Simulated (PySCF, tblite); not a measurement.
# C₇H₈NO radical: geometry, infrared bands and EPR parameters

What infrared bands and EPR parameters should C₇H₈NO radical (`C[C@@H]([O])c1ccccn1`) show?

Computed with tblite 0.8.0 and PySCF 2.14.0, with density-fitted response routines of our own, on a single molecule in the gas phase. Atoms count from 0, in the outputs and in this text.

**1. Starting geometry**

17 atoms, charge 0, multiplicity 2; geometry from: force field or distance geometry start.

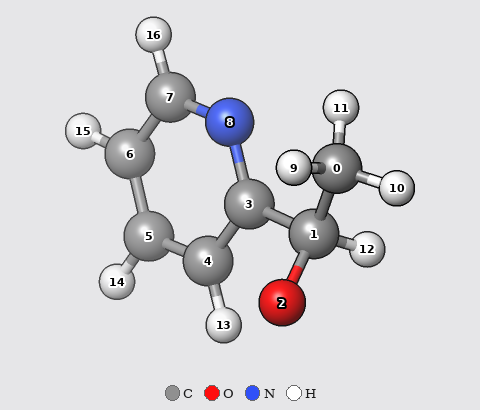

The starting geometry (carbon grey, oxygen red, nitrogen blue, hydrogen white), atoms numbered.

**2. Relaxing the molecule with GFN2-xTB**

What the job is given:

```
{"job": {"kind": "relax", "xc": "GFN2-xTB", "basis": "xTB"}, "charge": 0, "multiplicity": 2}
C     -2.339000    -1.070000     0.215400
C     -1.618900     0.192800    -0.231100
O     -2.154400     1.310600     0.427200
C     -0.162800     0.138700     0.106200
C      0.574200     1.314800     0.054100
C      1.914700     1.305600     0.346800
C      2.517900     0.114500     0.714400
C      1.770600    -1.057100     0.784600
N      0.444500    -1.043400     0.480800
H     -2.637300    -1.021500     1.294100
H     -3.317300    -1.079100    -0.338400
H     -1.726900    -1.968600     0.000700
H     -1.691200     0.291800    -1.315500
H      0.100400     2.240400    -0.245000
H      2.484400     2.239300     0.296900
H      3.555600     0.049200     0.975800
H      2.278400    -1.946100     1.072900
```

Launch:

```console
OMP_NUM_THREADS=1 python probes_run.py task.json out
```

This one command runs all jobs of the session in turn.

The program printed:

```text
step      E/eV     max force
  0    -705.67380    3.582
  1    -706.02126    0.980
  2    -706.06448    0.707
  3    -706.09154    0.505
  4    -706.12092    0.382
  5    -706.13612    0.431
  6    -706.15869    0.261
  7    -706.16275    0.148
  8    -706.16722    0.145
  9    -706.17070    0.176
 10    -706.17476    0.173
 11    -706.17797    0.135
 12    -706.18106    0.154
 13    -706.18403    0.153
 14    -706.18709    0.146
 15    -706.18968    0.130
 16    -706.19176    0.133
 17    -706.19368    0.135
 18    -706.19557    0.123
 19    -706.19735    0.126
 20    -706.19897    0.141
 21    -706.20041    0.136
 22    -706.20173    0.118
 23    -706.20286    0.105
 24    -706.20385    0.081
 25    -706.20496    0.142
 26    -706.20628    0.156
 27    -706.20769    0.109
 28    -706.20908    0.099
 29    -706.21040    0.101
 30    -706.21167    0.147
 31    -706.21278    0.129
 32    -706.21359    0.068
 33    -706.21422    0.059
 34    -706.21487    0.082
 35    -706.21561    0.102
 36    -706.21644    0.080
 37    -706.21726    0.080
 38    -706.21800    0.059
 39    -706.21872    0.076
 40    -706.21961    0.083
 41    -706.22092    0.098
 42    -706.22288    0.128
 43    -706.22527    0.117
 44    -706.22707    0.128
 45    -706.22842    0.131
 46    -706.22971    0.105
 47    -706.23134    0.091
 48    -706.23257    0.101
 49    -706.23413    0.087
 50    -706.23521    0.087
 51    -706.23613    0.069
 52    -706.23684    0.066
 53    -706.23746    0.072
 54    -706.23808    0.060
 55    -706.23885    0.056
 56    -706.23962    0.064
 57    -706.24020    0.049
 58    -706.24058    0.038
 59    -706.24081    0.036
 60    -706.24102    0.042
 61    -706.24129    0.042
 62    -706.24164    0.041
 63    -706.24204    0.051
 64    -706.24244    0.056
 65    -706.24285    0.051
 66    -706.24329    0.053
 67    -706.24392    0.075
 68    -706.24497    0.104
 69    -706.24665    0.138
 70    -706.24848    0.111
 71    -706.25035    0.105
 72    -706.25128    0.109
 73    -706.25218    0.135
 74    -706.25351    0.075
 75    -706.25540    0.063
 76    -706.25680    0.063
 77    -706.25781    0.072
 78    -706.25825    0.067
 79    -706.25877    0.067
 80    -706.25921    0.049
 81    -706.25971    0.036
 82    -706.25992    0.033
 83    -706.26016    0.032
 84    -706.26035    0.031
 85    -706.26057    0.028
 86    -706.26076    0.029
 87    -706.26092    0.031
 88    -706.26108    0.030
 89    -706.26126    0.035
 90    -706.26145    0.032
 91    -706.26164    0.035
 92    -706.26184    0.034
 93    -706.26202    0.033
 94    -706.26220    0.031
 95    -706.26234    0.032
 96    -706.26247    0.031
 97    -706.26259    0.028
 98    -706.26271    0.023
 99    -706.26284    0.027
100    -706.26299    0.034
101    -706.26314    0.032
102    -706.26325    0.020
103    -706.26333    0.018
104    -706.26338    0.018
105    -706.26342    0.016
106    -706.26346    0.015
107    -706.26348    0.010
108    -706.26349    0.009
```

It took 0.76 s on 1 thread of Arm Neoverse V1, shared host.

Along the way: (not every step is listed)

| step | energy from step 0 (eV) | largest force (eV/Å) |
| --- | --- | --- |
| 0 | 0.0000 | 3.5822 |
| 1 | -0.3475 | 0.9800 |
| 2 | -0.3907 | 0.7073 |
| 3 | -0.4177 | 0.5049 |
| 4 | -0.4471 | 0.3816 |
| 5 | -0.4623 | 0.4308 |
| 6 | -0.4849 | 0.2614 |
| 7 | -0.4889 | 0.1483 |
| 8 | -0.4934 | 0.1452 |
| 17 | -0.5199 | 0.1347 |
| 26 | -0.5325 | 0.1560 |
| 35 | -0.5418 | 0.1020 |
| 44 | -0.5533 | 0.1277 |
| 53 | -0.5637 | 0.0721 |
| 62 | -0.5678 | 0.0406 |
| 71 | -0.5765 | 0.1045 |
| 80 | -0.5854 | 0.0490 |
| 89 | -0.5875 | 0.0349 |
| 98 | -0.5889 | 0.0234 |
| 103 | -0.5895 | 0.0182 |
| 104 | -0.5896 | 0.0179 |
| 105 | -0.5896 | 0.0164 |
| 106 | -0.5897 | 0.0152 |
| 107 | -0.5897 | 0.0100 |
| 108 | -0.5897 | 0.0086 |

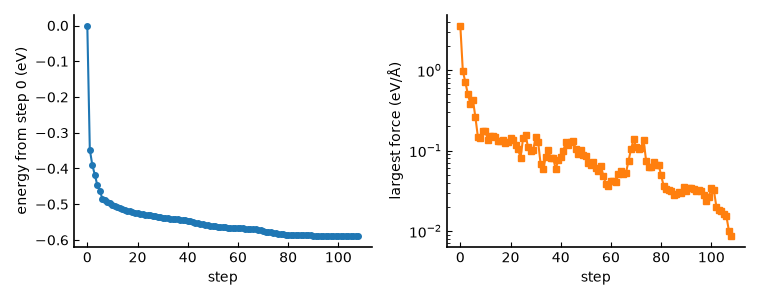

Energy and force, step by step.

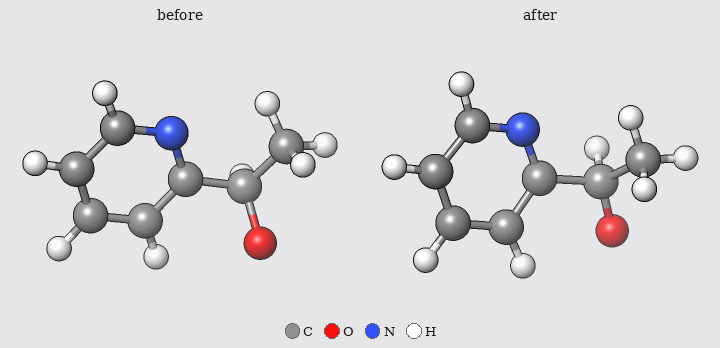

The geometry before (left) and after (right).

Close pairs (by a distance rule), those that changed most:

```
  bond  before (Å)  after (Å)  change (Å)
 C1–O2       1.403      1.306      -0.097
 C3–N8       1.381      1.309      -0.072
 C1–C3       1.496      1.559      +0.063
 C7–N8       1.361      1.319      -0.042
C0–H10       1.124      1.087      -0.037
 C0–H9       1.120      1.088      -0.033
C1–H12       1.091      1.122      +0.030
C0–H11       1.108      1.086      -0.022
```

The next job starts from the end point, and lists it.

**3. Infrared spectrum with GFN2-xTB**

What the job is given:

```
{"job": {"kind": "ir", "xc": "GFN2-xTB", "basis": "xTB"}, "charge": 0, "multiplicity": 2}
C     -2.333509    -0.885431     0.468712
C     -1.597610     0.091195    -0.465843
O     -2.117066     1.282816    -0.592787
C     -0.091786     0.116484    -0.063685
C      0.504472     1.332793     0.244166
C      1.824650     1.308621     0.657676
C      2.491436     0.095036     0.750030
C      1.798510    -1.059424     0.418630
N      0.543261    -1.025039     0.015236
H     -2.337423    -0.489335     1.481647
H     -3.364280    -0.985072     0.137993
H     -1.844040    -1.854916     0.461129
H     -1.509351    -0.386236    -1.476857
H     -0.081468     2.235216     0.163252
H      2.327695     2.230726     0.909844
H      3.522049     0.042071     1.063794
H      2.257463    -2.037475     0.466613
```

The program printed:

```text
mode    cm-1     km/mol
  1      42.4      8.47
  2     123.9      0.80
  3     177.6      1.13
  4     193.1      3.45
  5     267.4      3.65
  6     369.9      1.08
  7     387.4     13.19
  8     437.3      5.19
  9     475.6     31.37
 10     523.6     14.39
 11     592.7     17.33
 12     691.2     11.75
 13     726.3      8.79
 14     764.2     33.70
 15     890.3      0.41
 16     908.4      1.68
 17     925.2      1.16
 18     929.6      3.95
 19     931.7     28.20
 20     975.0     25.34
 21    1003.8     76.10
 22    1056.4     28.31
 23    1074.2      3.43
 24    1107.6      6.31
 25    1150.7      0.00
 26    1164.5      9.45
 27    1197.6      8.03
 28    1235.6      1.73
 29    1280.4     48.17
 30    1301.6      1.90
 31    1372.9      7.43
 32    1397.1     19.96
 33    1427.6     17.51
 34    1462.6      6.00
 35    1480.4      7.92
 36    1550.2     36.58
 37    1574.8     80.88
 38    2566.2     30.08
 39    3036.6     13.99
 40    3042.1      8.49
 41    3050.3     11.47
 42    3065.6     16.73
 43    3078.1     12.38
 44    3099.7     12.60
 45    3101.1     14.91
```

Run time: 0.59 s. Hardware: 1 thread of Arm Neoverse V1, shared host.

Which atoms move in the most intense modes:

| cm⁻¹ | km/mol | atoms |
| --- | --- | --- |
| 476 | 31.4 | C3 25 %, C6 12 %, C1 12 % |
| 764 | 33.7 | H15 30 %, H14 22 %, H13 14 %, H16 13 % |
| 1004 | 76.1 | H12 47 %, C4 13 % |
| 1056 | 28.3 | C1 27 %, C0 21 %, H11 20 %, H10 19 % |
| 1280 | 48.2 | C1 50 %, O2 27 % |
| 1550 | 36.6 | C7 30 %, C4 24 %, C6 15 %, C3 11 % |
| 1575 | 80.9 | C5 27 %, C3 23 %, N8 21 %, C6 17 % |
| 2566 | 30.1 | H12 94 % |

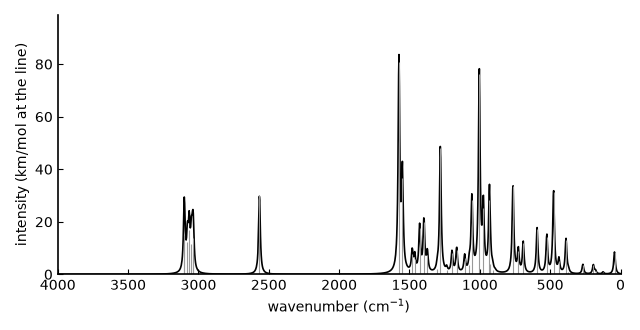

The infrared spectrum from these modes, unscaled. Lines are broadened to a width of 14 cm⁻¹ (Lorentzian).

**4. EPR parameters: B3LYP/pcH-1**

Settings changed since step 3:

```diff
@@ -1,2 +1,2 @@
-{"job": {"kind": "ir", "xc": "GFN2-xTB", "basis": "xTB"}, "charge": 0, "multiplicity": 2}
+{"job": {"kind": "epr", "basis": "pcH-1"}, "charge": 0, "multiplicity": 2}
 C     -2.333509    -0.885431     0.468712
```

With the program's defaults for keys left out, this is: UKS B3LYP, pcH-1 on C H N O, non-relativistic, mean-field spin-orbit, GIAO.

The program printed:

```text
UKS, coarse grid
  cycle   1  E = -401.19918815  |g| = 7.19e-01
  cycle   2  E = -393.95567483  |g| = 2.47e+00
  cycle   3  E = -401.20303523  |g| = 6.09e-01
  cycle   4  E = -401.42875925  |g| = 3.14e-01
  cycle   5  E = -401.46449591  |g| = 1.88e-01
  cycle   6  E = -401.47739515  |g| = 1.14e-01
  cycle   7  E = -401.48072021  |g| = 8.38e-02
  cycle   8  E = -401.48277630  |g| = 6.15e-02
  cycle   9  E = -401.48442782  |g| = 2.61e-02
  cycle  10  E = -401.48479970  |g| = 1.26e-02
  cycle  11  E = -401.48491416  |g| = 3.31e-03
  cycle  12  E = -401.48495442  |g| = 2.44e-03
  cycle  13  E = -401.48498577  |g| = 2.29e-03
  cycle  14  E = -401.48503513  |g| = 2.26e-03
  cycle  15  E = -401.48510928  |g| = 2.06e-03
  cycle  16  E = -401.48522618  |g| = 1.66e-03
  cycle  17  E = -401.48525409  |g| = 1.31e-03
  cycle  18  E = -401.48526360  |g| = 1.32e-03
  cycle  19  E = -401.48532935  |g| = 2.01e-03
  cycle  20  E = -401.48533584  |g| = 9.29e-04
UKS, final grid
  cycle   1  E = -401.48532991  |g| = 1.01e-03
  cycle   2  E = -401.48533020  |g| = 1.56e-03
  cycle   3  E = -401.48533170  |g| = 3.93e-04
  cycle   4  E = -401.48533214  |g| = 3.33e-04
  cycle   5  E = -401.48533339  |g| = 3.28e-04
  cycle   6  E = -401.48533628  |g| = 2.61e-04
  cycle   7  E = -401.48533984  |g| = 2.27e-04
  cycle   8  E = -401.48534104  |g| = 1.20e-04
  cycle   9  E = -401.48534113  |g| = 8.06e-05
  cycle  10  E = -401.48534122  |g| = 4.68e-05
  cycle  11  E = -401.48534124  |g| = 3.55e-05
  cycle  12  E = -401.48534125  |g| = 1.79e-05
E = -401.48534125 Eh   <S^2> = 0.7543 (exact 0.7500)
g shifts (ppm)      1          2          3
  rmc          -273       -273       -273
  gc             -7         30         47
  oz_so         199       5609      54235
  total         -82       5365      54008
hyperfine (MHz)  atom isotope    a_iso     a_fc   dipolar eigenvalues
    0   13C      19.86      19.86     -3.63     -2.94      6.56
    1   13C     -44.95     -44.95     -7.53      2.75      4.78
    2   17O     -47.96     -47.96   -246.22    122.50    123.72
    3   13C      39.11      39.11     -5.09     -4.14      9.23
    4   13C      -1.42      -1.42     -1.90      0.04      1.86
    5   13C      -0.76      -0.76     -0.57     -0.18      0.75
    6   13C       0.30       0.30     -0.84     -0.22      1.06
    7   13C       1.83       1.83     -1.21     -0.09      1.30
    8   14N       2.30       2.30     -0.77     -0.30      1.07
    9    1H       4.57       4.57     -3.97     -2.26      6.24
   10    1H      -1.53      -1.53     -3.61     -3.10      6.71
   11    1H      -1.71      -1.71     -3.19     -1.94      5.14
   12    1H     363.23     363.23     -8.71     -3.77     12.47
   13    1H      -0.58      -0.58     -5.28     -3.90      9.18
   14    1H       2.11       2.11     -0.82     -0.51      1.32
   15    1H      -0.48      -0.48     -0.68     -0.42      1.10
   16    1H      -0.11      -0.11     -0.72     -0.52      1.24
```

Run time: 2.4 min. Hardware: 1 thread of Arm Neoverse V1, shared host; peak memory 1.1 GiB.

Principal g values 2.00224, 2.00768, 2.05633; g(iso) = 2.02208, against 2.00232 for a free electron. They are not to be trusted: the run shows nearly degenerate orbitals, where second-order g theory doesn't apply.

Hyperfine couplings; where a row names several nuclei, a(iso) is their mean (it holds for fast rotation or exchange) and the dipolar term the largest among them:

| nuclei | isotope | a(iso) (MHz) | a(iso) (G, at g = 2.0023) | largest dipolar term (MHz) |
| --- | --- | --- | --- | --- |
| H12 | 1H | 363.2 | 129.6 | 12.5 |
| O2 | 17O | -48.0 | -17.1 | -246.2 |
| C1 | 13C | -45.0 | -16.0 | -7.5 |
| C3 | 13C | 39.1 | 14.0 | 9.2 |
| C0 | 13C | 19.9 | 7.1 | 6.6 |
| N8 | 14N | 2.3 | 0.8 | 1.1 |
| H14 | 1H | 2.1 | 0.8 | 1.3 |
| C7 | 13C | 1.8 | 0.7 | 1.3 |
| C4 | 13C | -1.4 | -0.5 | -1.9 |
| C5 | 13C | -0.8 | -0.3 | 0.7 |
| H13 | 1H | -0.6 | -0.2 | 9.2 |
| H15 | 1H | -0.5 | -0.2 | 1.1 |
| H9, H10, H11 | 1H | 0.4 | 0.2 | 6.7 |
| C6 | 13C | 0.3 | 0.1 | 1.1 |

Mulliken spin populations:

C0 0.02; C1 -0.07; O2 0.82; C3 0.04; C4 0.01; C5 0.00; C6 0.01; C7 0.00; N8 0.01; H9 0.01; H10 0.00; H11 0.00; H12 0.16; H13 0.00; H14 0.00; H15 0.00; H16 0.00

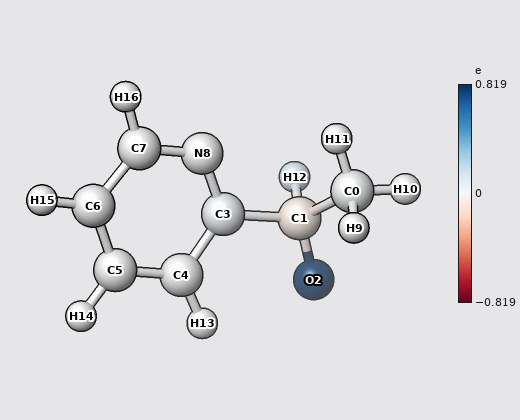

Mulliken spin populations, as colours on the atoms.

The fields below are evaluated on a grid from the run's orbitals.

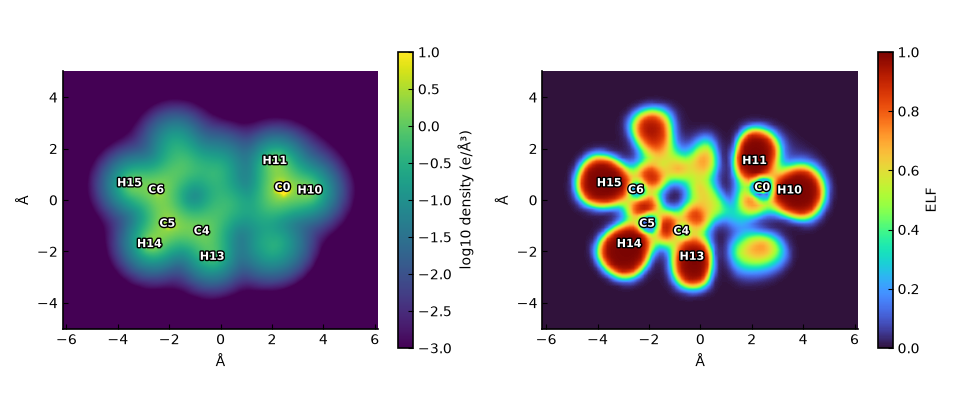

Density (left) and ELF (right) in a plane through or near 9 of the atoms.

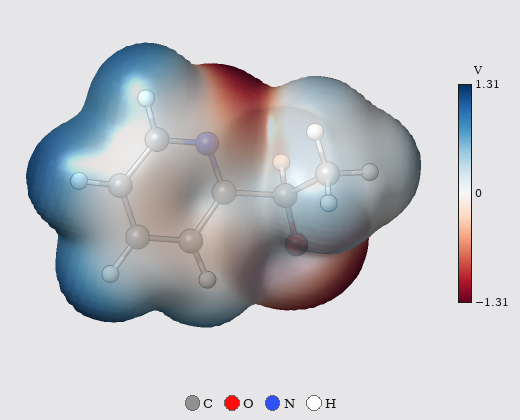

Electrostatic potential on the surface of density 0.002 e/bohr³; red is low, blue high. It runs from -1.31 V near O2 to 1.10 V near H14.

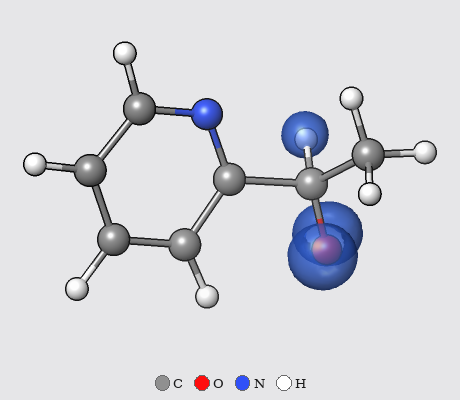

Spin density at ±0.1 e/Å³ (alpha excess blue, beta excess red).

**5. Results**

| quantity | value |
| --- | --- |
| strongest single infrared mode (GFN2-xTB) | 1575 cm⁻¹, 81 km/mol |
| zero-point energy (GFN2-xTB) | 81.8 kcal/mol |
| g(iso) (B3LYP) | 2.02208 |
| ⟨S²⟩ | 0.754 (exact 0.75) |
| largest a(iso) (averaged by class) | 1H on H12, 363.2 MHz |
| potential on the surface of density 0.002 e/bohr³, 1st and 99th percentile | -1.31 V and 1.10 V |
| property runs in this session | 1, of which 0 failed and 1 gave unsound results |

What this shows: The optimisation took 108 steps and gained 0.590 eV; among the close pairs (by a distance rule), C1–O2 changed most, from 1.403 to 1.306 Å. All 45 modes are real, so the xTB geometry is a minimum. The strongest single mode, at 1575 cm⁻¹, is spread over several atoms, C5, C3, N8, C6 among them. Unscaled tight-binding wavenumbers are off by several per cent, some by more. Its intensities can rank the bands wrongly. O2 carries the largest spin population, 0.82 e. The isotropic g lies 19.8 ppt above the free-electron value. These values are not to be trusted: the run shows nearly degenerate orbitals, where second-order g theory doesn't apply. These values are for one conformer; the search (at its own cheap level) found 2 more, at 0.00, 2.09 kcal/mol (those within 0.05 may be mirror or relabelled copies), and measured spectra average over such forms.
